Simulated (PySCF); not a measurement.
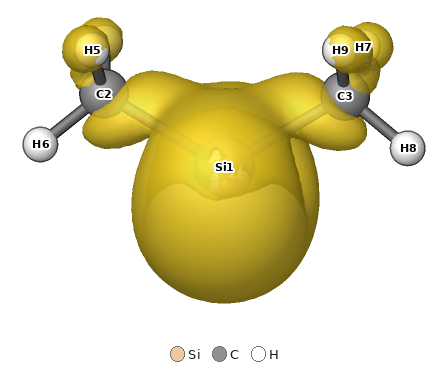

*C2H6Si (SMILES C[Si]C) (triplet). Isosurfaces of the spin density (α minus β) at +0.03 (yellow) and −0.03 e/Å³ (cyan), seen across its widest extent.*

Geometry: PBE0-D3(BJ)/def2-SVP.

All numbers below come from UKS B3LYP, IGLO-III on C Si, pcH-1 on H, non-relativistic, mean-field spin-orbit, GIAO (PySCF).

| atom | x (Å) | y (Å) | z (Å) |
| --- | --- | --- | --- |
| Si | -0.4788 | 0.3231 | -0.7923 |
| C | 0.7305 | -1.1298 | -0.9312 |
| C | -0.7368 | 1.1228 | 0.9062 |
| H | 0.3879 | -1.9878 | -0.3300 |
| H | 1.7347 | -0.8318 | -0.5872 |
| H | 0.8135 | -1.4595 | -1.9775 |
| H | -1.2042 | 0.4182 | 1.6128 |
| H | -1.3935 | 2.0007 | 0.8165 |
| H | 0.2270 | 1.4603 | 1.3231 |

> Describe the spin distribution.

The unpaired spin (2 electrons) lies mostly on Si1 (about 1.6), C2 (about 0.1) and C3 (about 0.1), in electrons by Hirshfeld's partition. Only one sign reaches the isovalue.
